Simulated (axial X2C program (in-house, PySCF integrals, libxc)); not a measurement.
# Run report: GeCr, relativistic diatomic calculation

System: GeCr. The reference is closed-shell GeCr; the roots are vertical excitation energies. The distance is the PBE0 minimum at charge 0.
Method: EOM-EE-CCSD, two-component X2C with atomic mean-field Coulomb and Gaunt terms, Ge dyall-acv3z, Cr dyall-acv3z (cores contracted) (axial X2C program (in-house, PySCF integrals, libxc)).

## The input
```
{"zs": [32, 24], "q": 0, "bas": ["dyall-acv3z", "dyall-acv3z"], "r0": 2.43, "eom": "ee", "thr": -1.0, "nmax": 88}
```

The line is the task of a batch: nuclear charges, charge, bases, a first guess of the distance and further settings. This report covers the levels named above. The log is that of the reference distance 2.497 Å.

Launched within a batch (the task file carries these settings):
```bash
python <driver script> task.json out
```

## The program's output
```
two-component X2C + atomic mean field  HF
basis functions 248  fitting functions 1370  grid points 5802
iter        total energy     max residual
   1      -3139.567703653     2.92e+00
   2      -3145.583705712     5.21e-02
   3      -3145.639812835     5.44e-02
   4      -3145.670853540     1.06e-02
   5      -3145.681098726     1.07e-02
   6      -3145.687536470     8.45e-03
   7      -3145.694508945     7.71e-03
   8      -3145.697112153     7.63e-03
   9      -3145.698892695     7.25e-03
  10      -3145.700480683     6.71e-03
  11      -3145.703157230     5.15e-03
  12      -3145.705442023     2.95e-03
  13      -3145.706424884     1.21e-03
  14      -3145.706739227     8.81e-04
  15      -3145.706770703     6.67e-04
  16      -3145.706801230     6.17e-04
  17      -3145.706838073     4.04e-04
  18      -3145.706858989     1.95e-04
  19      -3145.706862801     8.85e-05
  20      -3145.706863976     4.34e-05
  21      -3145.706864433     3.82e-05
  22      -3145.706864709     2.73e-05
  23      -3145.706864900     3.11e-05
  24      -3145.706864936     2.81e-05
  25      -3145.706865059     1.32e-05
  26      -3145.706865064     9.88e-06
  27      -3145.706865066     4.34e-06
  28      -3145.706865068     2.46e-06
  29      -3145.706865069     1.82e-06
converged
one-electron -4689.31307574  Coulomb 1508.17115101  exact exchange -126.34096206  xc functional 0.00000000  nuclear repulsion 162.75854945  atomic mean-field constant -0.98252772
correlated 10  virtual 364  natural virtual 88  E(MP2) -0.217983951  MP2 remainder -0.045235320
iter   CCSD correlation   residual
   1     -0.194208056   1.95e-01
   2     -0.208381633   1.26e-01
   3     -0.215955610   8.69e-02
   4     -0.221851285   6.47e-02
   5     -0.226835562   4.46e-02
   6     -0.229106877   3.03e-02
   7     -0.230773848   2.23e-02
   8     -0.232009210   1.73e-02
   9     -0.232891848   1.36e-02
  10     -0.233822437   1.04e-02
  11     -0.234189346   8.09e-03
  12     -0.234592878   6.65e-03
  13     -0.234789749   5.62e-03
  14     -0.234980496   4.73e-03
  15     -0.235165991   3.69e-03
  16     -0.235306930   2.67e-03
  17     -0.235418102   1.73e-03
  18     -0.235483519   1.09e-03
  19     -0.235527923   7.37e-04
  20     -0.235554789   4.90e-04
  21     -0.235566806   3.41e-04
  22     -0.235574078   2.47e-04
  23     -0.235575697   1.77e-04
  24     -0.235575656   1.39e-04
  25     -0.235574259   1.14e-04
  26     -0.235572978   9.60e-05
  27     -0.235571596   8.30e-05
  28     -0.235569884   7.26e-05
  29     -0.235567873   6.26e-05
  30     -0.235565328   5.24e-05
  31     -0.235562832   4.25e-05
  32     -0.235560786   3.42e-05
  33     -0.235558798   2.78e-05
  34     -0.235557470   2.20e-05
  35     -0.235556534   1.75e-05
  36     -0.235555738   1.44e-05
  37     -0.235555244   1.15e-05
  38     -0.235554850   9.51e-06
  39     -0.235554556   7.95e-06
  40     -0.235554366   6.57e-06
  41     -0.235554222   5.46e-06
  42     -0.235554181   4.48e-06
  43     -0.235554178   3.72e-06
(T) -0.017301983572329625  T1 0.0831  D1 0.1498  max T2 0.146
EOM-EE-CCSD roots
2*Omega      energy/Eh   energy/eV  one-particle weight
    0      -0.00639767     -0.1741      0.930
    0       0.02565830      0.6982      0.886
    0       0.02606900      0.7094      0.802  not converged
    0       0.04062075      1.1053      0.414  not converged
    0       0.04824917      1.3129      0.820  not converged
    2      -0.01021032     -0.2778      0.908
    2       0.01690307      0.4600      0.846
    2       0.03115326      0.8477      0.711  not converged
    2       0.03955478      1.0763      0.261  not converged
    4       0.01023557      0.2785      0.895
    4       0.04064457      1.1060      0.682  not converged
    4       0.05166754      1.4059      0.677  not converged
    6       0.06122099      1.6659      0.624
```

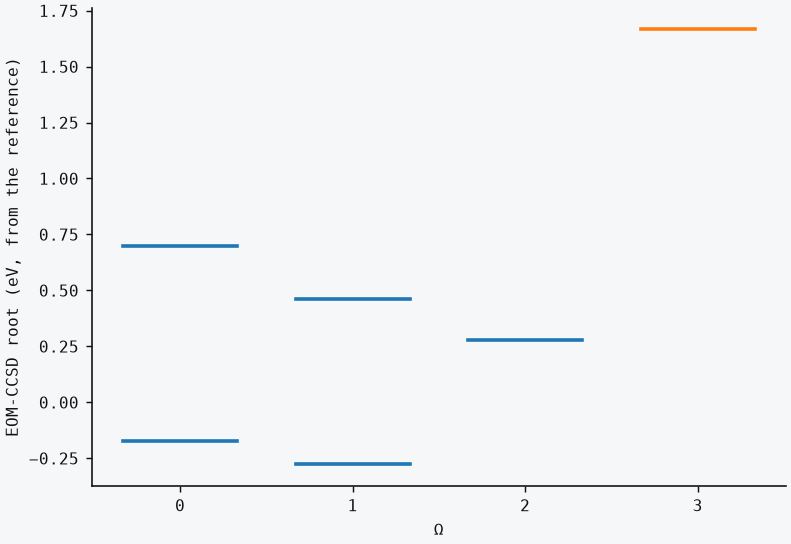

Figure 1. EOM-CCSD roots by Ω at 2.50 Å; roots whose one-particle weight is under 0.8 have the second colour. The lowest has Ω = 1 and lies at −0.278 eV, with one-particle weight 0.91. 1 of the 6 roots are less well described at this level.

## Key numbers

```tsv
quantity	value
outcome	converged
HF energy of the reference GeCr	−3145.70687 hartree
MP2 energy of the reference GeCr	−3145.92485 hartree
CCSD energy of the reference GeCr (with the MP2 share of the virtual spinors left out of the coupled-cluster step)	−3145.98765 hartree
CCSD(T) energy of the reference GeCr	−3146.00496 hartree
T1 diagnostic (spinor form; for a closed shell √2 times the usual value)	0.083
hardware	1 thread of Arm Neoverse V2, 24 GiB of memory available, shared host
wall time	48 s
peak memory	0.71 GiB
```

## Remarks

To bear in mind: some roots did not converge.
